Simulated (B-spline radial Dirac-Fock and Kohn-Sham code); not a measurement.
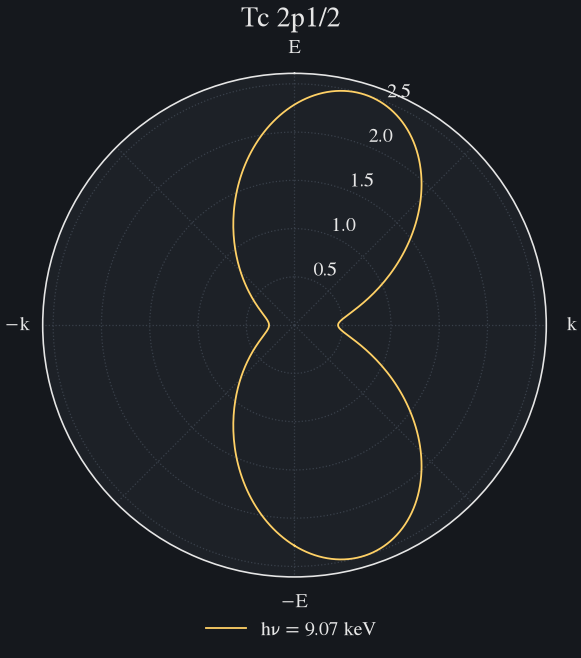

Angular distribution of photoelectrons from L2 (2p1/2) in the plane of the polarisation E (up) and the photon direction k (right), relative to an isotropic one. It refers to atomic Tc. Method: a Dirac–Hartree–Slater potential; 1 + βP₂(cos θ) + (δ + γ cos²θ) sin θ cos φ with E1 and E1–E2 terms (computed with a B-spline radial code). Open shells are averaged over j.

Describe what the figure shows.

At 9.07 keV, β = 1.285, γ = 1.306 and δ = 0.094. At 9.07 keV the emission 45° forward of E is 2.3 times that 45° backward, and the lobe peaks 16° from E towards k.
